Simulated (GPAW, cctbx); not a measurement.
# How far are the atoms of (AlAs)3(BeTe)3 from free atoms?

Question: by how much does bonding change the X-ray structure factors of (AlAs)3(BeTe)3, and what does a routine refinement make of it?

The cell is a (AlAs)3(BeTe)3 superlattice along [001] of the zinc-blende type, started at the mean lattice constant and relaxed freely, with no substrate. All numbers below are calculated.

## 1. Relax the structure

The density hangs on the geometry, so cell and atoms are relaxed first, with the symmetry held. The cutoff is set higher than for the density because stress converges slowly with plane waves.

Settings: GPAW 26.7.0, PBE, 570 eV, 6×6×2 k-points (along the axes of the calculation cell), Fermi–Dirac width 0.1 eV, BFGS to 0.03 eV/Å.

```text
cell
1.0
     4.026973119    0.000000000    0.000000000
     0.000000000    4.026973119    0.000000000
     0.000000000    0.000000000   17.085000000
Al As Be Te
3 3 3 3
Direct
0.000000000 0.000000000 0.000000000
0.500000000 0.500000000 0.166666667
0.000000000 0.000000000 0.333333333
0.500000000 0.000000000 0.083333333
0.000000000 0.500000000 0.250000000
0.500000000 0.000000000 0.416666667
0.500000000 0.500000000 0.500000000
0.000000000 0.000000000 0.666666667
0.500000000 0.500000000 0.833333333
0.000000000 0.500000000 0.583333333
0.500000000 0.000000000 0.750000000
0.000000000 0.500000000 0.916666667
```

```console
$ OMP_NUM_THREADS=1 mpirun -n 4 gpaw python run.py > gpaw.log
```

```text
BFGS:    0      -49.679675        2.562539
BFGS:    1      -49.882668        1.820421
BFGS:    2      -50.183212        0.634228
BFGS:    3      -50.205979        0.571107
...
BFGS:   16      -50.388938        0.032341
BFGS:   17      -50.389028        0.031710
BFGS:   18      -50.389081        0.029103
cell  4.0520 4.0324 17.1351  90.00 90.00 90.00
volume 279.973 A^3, largest force 0.029 eV/A, largest stress 0.12 GPa
```

After 18 steps the volume has changed by +1.1 % and the energy by -0.709 eV; the largest stress left is 0.12 GPa. It took 15 min on 4 cores of Arm Neoverse V1 (shared host), peak memory 1.8 GiB.

Relaxed structure: Pmm2 (no. 25), a = 4.0324 Å, b = 4.0520 Å, c = 17.1351 Å, α = 90.00°, β = 90.00°, γ = 90.00°.

```
atom  mult.    x    y       z
 Te1      1  1/2    0  0.4221
 Te2      1    0  1/2  0.2577
 Te3      1  1/2    0  0.0939
 As1      1    0  1/2  0.9111
 As2      1  1/2    0  0.7429
 As3      1    0  1/2  0.5732
 Al1      1    0    0  0.9908
 Al2      1  1/2  1/2  0.8228
 Al3      1    0    0  0.6549
 Be1      1  1/2  1/2  0.5089
 Be2      1    0    0  0.3433
 Be3      1  1/2  1/2  0.1785
```

## 2. Density and charge transfer

X-rays see the whole electron density, so the PAW density is rebuilt with its core regions. Subtracting spherical free atoms from the same code cancels the cores and leaves the deformation density Δρ, the part due to bonding.

Settings: PBE, 450 eV, 6×6×2 k-points (along the axes of the calculation cell), Fermi–Dirac width 0.1 eV; primitive cell of 12 atoms.

```console
$ OMP_NUM_THREADS=1 mpirun -n 4 gpaw python run.py > gpaw.log
```

```text
|iter:   1|       0s |  -51.685015 | -0.28 |       |
|iter:   2|       2s |  -51.238448 | -2.13 | -0.88 |
|iter:   3|       5s |  -51.240405 | -1.65 | -0.92 |
...
|iter:  10|      22s |  -50.365432c| -6.77 | -3.58 |
|iter:  11|      24s |  -50.365430c| -7.53c| -3.97 |
|iter:  12|      27s |  -50.365431c| -8.14c| -4.33c|
```

```text
grid (40, 40, 168)  electrons 306.000  moved by bonding 2.746 e
deformation density beyond 0.5 A of the nuclei: max 0.151, min -0.076 e/A^3
atom        x       y       z   Voronoi charge  moment
Te1    0.5000  0.0000  0.4221      0.041       0.00
Te2    0.0000  0.5000  0.2577      0.040       0.00
Te3    0.5000  0.0000  0.0939      0.015       0.00
As4    0.0000  0.5000  0.9111     -0.210       0.00
As5    0.5000  0.0000  0.7429     -0.203       0.00
As6    0.0000  0.5000  0.5732     -0.183       0.00
Al7    0.0000  0.0000  0.9908      0.177       0.00
Al8    0.5000  0.5000  0.8228      0.202       0.00
Al9    0.0000  0.0000  0.6549      0.184       0.00
Be10   0.5000  0.5000  0.5088     -0.002       0.00
Be11   0.0000  0.0000  0.3433     -0.032       0.00
Be12   0.5000  0.5000  0.1785     -0.028       0.00
mean inner potential of superposed free atoms 13.918 V
total magnetic moment 0.000 muB
```

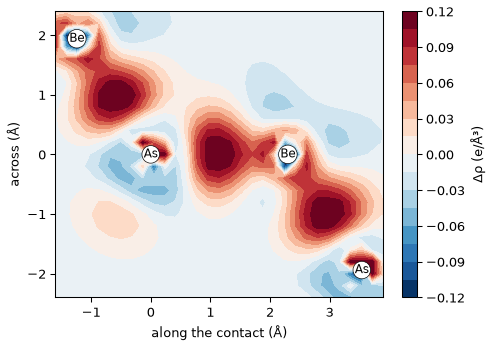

Deformation density in a plane through the shortest contact of the As atom at the origin; red gains electrons, blue loses them.

As gains most (-0.20 e) and Al loses most (+0.19 e), in averages over each element's sites; As is the most electronegative element, but the order of the others doesn't follow electronegativity. Such charges fall far short of formal ones, since overlapping free atoms already put density on their neighbours. Along the shortest contact from the As atom at the map's origin, As–Be at 2.30 Å, Δρ is +0.14 e/Å³ at the midpoint: a bond charge, the mark of covalency. At the midpoints of other shortest contacts it is +0.12 (Te–Be, 2.43 Å), +0.15 (As–Al, 2.44 Å) and +0.11 (Te–Al, 2.68 Å) e/Å³. Point values carry grid noise of about 0.01 e/Å³. The run needed 12 iterations, 37 s.

## 3. Structure factors

The Fourier components of Δρ, added to those of the free atoms, give the static X-ray structure factors; the Mott–Bethe relation turns them into the Fourier components V of the potential that fast electrons feel.

```text
static structure factors of the conventional cell: F in electrons, V (Mott-Bethe) in volts
   h  k  l      d  |F| table  |F| free   |F| DFT   change   |V| free  |V| DFT  change %
   0  0  1 17.1351    23.707    23.703    23.648   -0.055     0.402    0.813    102.3
   0  0  2  8.5676     1.240     1.241     1.240   -0.002     0.038    0.040      5.4
   0  0  3  5.7117    15.444    15.462    15.348   -0.114     0.315    0.384     21.8
   0  0  4  4.2838     2.177     2.179     2.174   -0.004     0.053    0.055      2.4
   0  1  0  4.0520    25.053    25.078    24.821   -0.257     0.786    0.855      8.8
   1  0  0  4.0324     9.270     9.284     9.221   -0.063     0.191    0.207      8.8
   0  1  1  3.9432     0.660     0.661     0.656   -0.005     0.020    0.021        -
   1  0  1  3.9252     0.454     0.455     0.455   -0.000     0.012    0.012        -
   0  1  2  3.6630    48.168    48.211    47.782   -0.428     1.527    1.621      6.2
   1  0  2  3.6485    18.907    18.917    18.748   -0.169     0.328    0.365     11.4
   0  0  5  3.4270    37.319    37.323    37.008   -0.315     0.845    0.913      8.1
   0  1  3  3.3048   213.948   214.106   215.217    1.111     6.541    6.331     -3.2
   1  0  3  3.2942   225.291   225.464   226.420    0.956     6.961    6.784     -2.5
   0  1  4  2.9437    56.622    56.668    56.457   -0.210     1.721    1.752      1.8
```

The largest X-ray change is +1.11 e on 013, 0.5 % of |F|. For electrons V goes as (Z − F)/g², so a change of F counts against Z − F, which is small at low angle and wherever the atoms' terms cancel: |V| of 001 moves by +102.3 % (0.40 to 0.81 V) against -0.2 % in |F|. The last three rows still change by up to 1.11 e; the table stops while the angles are still low. The tabulated Hartree–Fock atoms differ from the free DFT atoms by up to 0.17 e, so the choice of reference atom matters too.

## 4. Refining ordinary atoms against data with bonding

Routine crystallography fits spherical atoms. To see the bias, intensities are simulated from tabulated atoms plus the DFT change ΔF, so that bonding alone can misfit (18332 reflections of the full sphere, merged to the counts below, to 0.4 Å, 1.5 % proportional noise plus counting noise, assumed isotropic U as listed, Δρ smeared by the mean U) and refined with cctbx over different ranges.

```csv
range,data,R1,GooF,U Te1 (true 0.0051),U Te2 (true 0.0051),U Te3 (true 0.0051),U As1 (true 0.006),largest shift (Å),"Δρ max, min (e/Å³)"
all data,5283,0.0105,0.95,0.0051,0.0051,0.0051,0.0060,0.0051,"0.60, -0.72"
"low resolution, d > 0.84",653,0.0076,0.99,0.0049,0.0050,0.0051,0.0059,0.0113,"0.18, -0.22"
"high order, d < 0.75",4381,0.0117,0.95,0.0051,0.0051,0.0051,0.0060,0.0046,"0.62, -0.67"
"occupancies free, d > 0.7",1082,0.0077,0.96,0.0050,0.0051,0.0051,0.0060,0.0084,"0.22, -0.29"
```

With all data GooF is 0.95, so at this noise the bonding hardly shows; the top residual peak lies 2.18 Å from Al and 2.18 Å from Al. No U is off by more than 3 s.u. at low resolution. With Te1 held at 1 and the scale free, the other occupancies refine to Te2 1.000(0.002), Te3 1.000(0.003), As1 1.001(0.002) and As2 1.000(0.002), within three s.u. of full.

## 5. Answer

Bonding moves 2.75 e in the primitive cell of (AlAs)3(BeTe)3 and changes the structure factors of the conventional cell in the table above by at most 1.11 e (013, 0.5 %), and among reflections above 2 % of the strongest by up to 1.0 % (010). The shortest bond, As–Be, has Δρ = +0.14 e/Å³ at its midpoint, a covalent bond charge. With all data GooF is 0.95, so at this noise the bonding hardly shows. Limits: static density, frozen cores, no spin–orbit coupling.

[Outputs are excerpts: Python notices, other lines and further rows are left out; steps that failed or that the build refused (PBEsol, TPSS) are not shown.]

[Logs are printed without paths, hosts, clocks, repeated set-up lines and the standing remarks that a program may print on its own settings, such as how far it seeks lower states.]
